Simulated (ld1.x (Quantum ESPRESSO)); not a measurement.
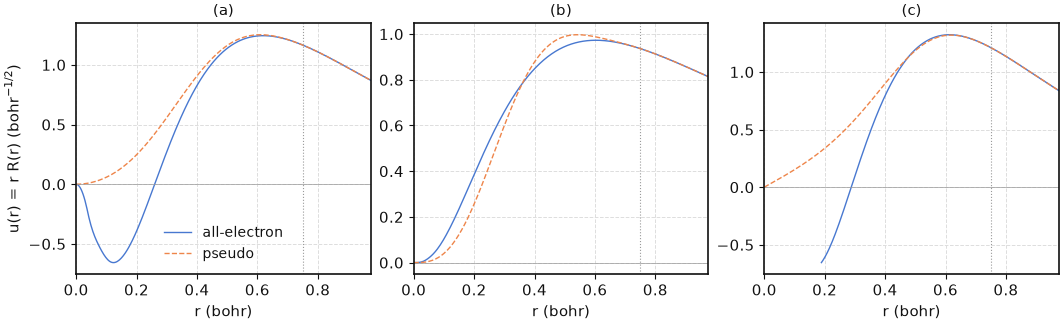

All-electron valence functions (solid) with their pseudo partners (dashed). Dotted lines mark the matching radii. The all-electron curves start outside the innermost oscillations, which aren't drawn.

ld1.x (Quantum ESPRESSO) 7.5, PBE, scalar-relativistic. The levels are (a) -72.75 eV, (b) -5.64 eV, (c) -115.30 eV.

### Which element and which shells are these?

Copper (Cu), core [Ne], valence 3s2 3p6 3d10 4s0.75 4p0.25 (neutral): (a) 3p, (b) 3d, (c) 3s.

### Are the pseudo-waves norm-conserving?

Yes. The RRKJ scheme keeps the all-electron norm inside the radius.
